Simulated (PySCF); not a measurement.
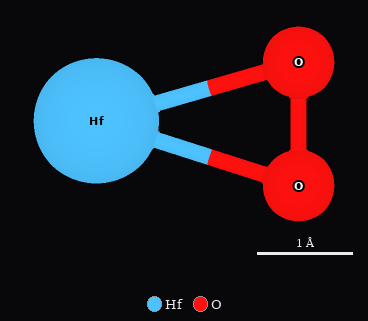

*The input geometry (ball-and-stick view, seen on its broad side). Sticks mark near contacts.*

Bond lengths as drawn: Hf–O 2.25 Å and O–O 1.30 Å.

## Frequency calculation, with input and output: HfO2 (charge −1)

System: HfO2, charge −1, multiplicity 4.
Method: UKS-based PBE0, Hf def2-SVPD with ECP60, O def2-SVPD; non-relativistic Hamiltonian with a scalar-relativistic core potential; density fitting (PySCF 2.14.0).

### Input
```python
from pyscf import gto, scf, dft
mol = gto.M(atom='''
Hf    -0.026531     0.000000    -0.323354
O     -0.500914     0.000000     1.872246
O      0.799389     0.000000     1.765558''',
    basis={'Hf': 'def2-SVPD', 'O': 'def2-SVPD'},
    ecp={'Hf': 'def2-SVPD'},
    charge=-1, spin=3)
mf = dft.UKS(mol, xc='PBE0')
mf.grids.atom_grid = (75, 302)
aux = {'Hf': 'def2-universal-JKFIT', 'O': 'def2-universal-JKFIT'}
mf = mf.density_fit(auxbasis=aux)
mf.conv_tol = 1e-09
mf.diis_space = 10
mf.max_cycle = 60
mf.verbose = 4
mf.kernel()
```

The script is an equivalent of the set-up of the self-consistent field. The run itself was carried out by a driver, which started from the orbitals of the step before it where there was one and computed the further properties.

Machine: 2 threads of Arm Neoverse V2, 24 GiB of memory available, shared host.

Command:
```bash
OMP_NUM_THREADS=2 python axn.py task.json out
```

### Log
```
init E= -198.009654314509
  alpha nocc = 16  HOMO = 0.04454529816495  LUMO = 0.13330190125546
  beta  nocc = 13  HOMO = 0.014513524617854  LUMO = 0.0459596967010327
  HOMO = 0.0445452981649  LUMO = 0.045959696701  gap/eV = 0.03849
cycle= 1 E= -198.00965431451  delta_E= -1.08e-12  |g|= 1.67e-06  |ddm|= 7.46e-06
  alpha nocc = 16  HOMO = 0.0445453781039657  LUMO = 0.133301942368274
  beta  nocc = 13  HOMO = 0.0145135771826546  LUMO = 0.0459593167542813
  HOMO = 0.044545378104  LUMO = 0.0459593167543  gap/eV = 0.03848
Extra cycle  E= -198.009654314514  delta_E= -4.66e-12  |g|= 3.8e-06  |ddm|= 9.8e-06
converged SCF energy = -198.009654314514  <S^2> = 3.7695649  2S+1 = 4.0097705
```

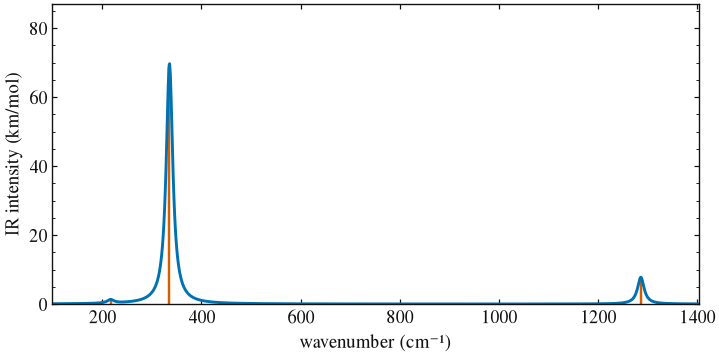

*Harmonic infrared spectrum, unscaled: sticks (degenerate modes added up, dark ones marked on the axis) with a Lorentzian envelope of 16 cm⁻¹ full width, scaled to the tallest stick.*

3 modes from 217 to 1286 cm⁻¹, none imaginary. The strongest line is at 335 cm⁻¹ (70 km/mol). All modes, in cm⁻¹ (km/mol): 217 (1.0), 335 (70), 1286 (7.8).

### Results in brief

| quantity | value |
| --- | --- |
| outcome | converged |
| total energy | −198.009654 hartree |
| ⟨S²⟩ | 3.770 |
| zero-point energy | 0.004188 hartree |
| wavenumbers, lowest and highest | 217 and 1286 cm⁻¹ |
| wall time | 28 s (CPU time 51 s) |
| peak memory | 0.81 GiB |

### Notes

The highest filled orbital lies above zero: either the extra electron isn't bound at this level, or the self-interaction error of the functional lifts the level.
